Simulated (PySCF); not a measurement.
Vertical excitations of a molecule C4H5Cl from TDA-PBE0/def2-SVPD run with PySCF 2.14.0, as energy in eV (oscillator strength): 5.93 (0.456), 6.20 (0.000), 6.29 (0.000), 6.41 (0.341), 6.93 (0.000), 7.40 (0.001), 7.50 (0.041), 7.51 (0.074), 7.59 (0.000), 7.73 (0.005). Lowest triplet (TDA): 3.04 eV. Coordinates come from a B3LYP-D3(BJ)/def2-SVP optimisation. One conformer was computed; it need not be the lowest.

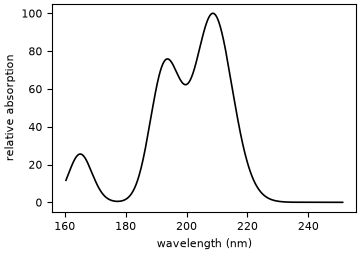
*The lines broadened by 0.4 eV.*

Q: Pick the molecule that these values belong to.
A) C#CCCCl
B) CC=C=CCl
C) ClC1=CCC1
D) C=CC(=C)Cl

A: D, C=CC(=C)Cl
